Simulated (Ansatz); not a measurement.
Fields on a plane of MoS2 (2H-MoS2 type, space group P6_3/mmc)

```
CELL_PARAMETERS angstrom
      3.14944     0.00000     0.00000
     -1.57472     2.72750     0.00000
      0.00000     0.00000    12.09152
ATOMIC_POSITIONS crystal
  Mo 0.33333 0.66667 0.25000
  Mo 0.66667 0.33333 0.75000
  S  0.33333 0.66667 0.62050
  S  0.66667 0.33333 0.12050
  S  0.66667 0.33333 0.37950
  S  0.33333 0.66667 0.87950
```

The slice is a (1 -1 0 0) plane (indices of the conventional cell) through the point (0.333, 0.667, 0.250) (fractional), spanned by u = [110] and v = [001] in vectors of this cell: u (3.15 Å) and v (12.09 Å, at 90° to u). It covers one period; positions are fractions (u, v).

Atoms on it: Mo at (0.00, 0.00); S at (0.00, 0.37); S at (0.00, 0.63). Other atoms lie within 1 Å of the plane.

Method: PBE-D3(BJ) (plane waves to 420 eV, PAW, scalar-relativistic; Ansatz, a program for electronic structure). k mesh 12×12×3. Near the nuclei the fields are pseudised (PAW); where an atom keeps semicore shells as valence, they peak there. MoS2 is run without spin polarisation. MoS2 was relaxed with its symmetry unable to fall. The PAW data are Ansatz's earlier set.

```
v \ u  0.00  0.12  0.25  0.38  0.50  0.62  0.75  0.88
-----  ----  ----  ----  ----  ----  ----  ----  ----
0.88   -0.8  -0.7  -0.5  -0.3  -0.2  -0.3  -0.5  -0.7
0.75   -1.0  -1.1  -1.2  -1.3  -1.3  -1.3  -1.2  -1.1
0.62   -1.0   0.0  -0.1  -0.5  -0.8  -0.5  -0.1   0.0
0.50   -0.6  -0.6  -0.5  -0.2   0.0  -0.2  -0.5  -0.6
0.38   -1.0   0.0  -0.1  -0.5  -0.8  -0.5  -0.1   0.0
0.25   -1.0  -1.1  -1.2  -1.3  -1.3  -1.3  -1.2  -1.1
0.12   -0.8  -0.7  -0.5  -0.3  -0.2  -0.3  -0.5  -0.7
0.00    0.8   0.8   0.2  -0.5  -0.6  -0.5   0.2   0.8
```

Values: log₁₀ of the valence density in e/Å³. The scale is logarithmic, as a density can span decades between atoms and voids.

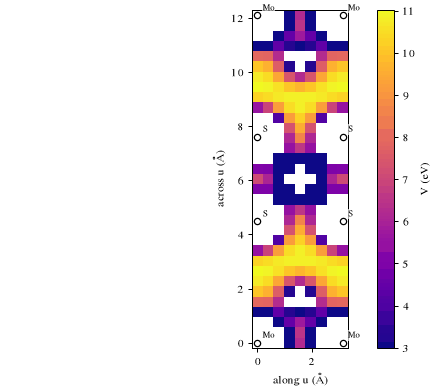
Electrostatic potential energy of an electron, from the cell's mean, in eV, one period of the plane, atoms marked. Points within 1 Å of a nucleus are left white, as the pseudised field means little there. Values under 3 eV are set to 3. The zero, the cell's mean, hangs on the PAW cores.
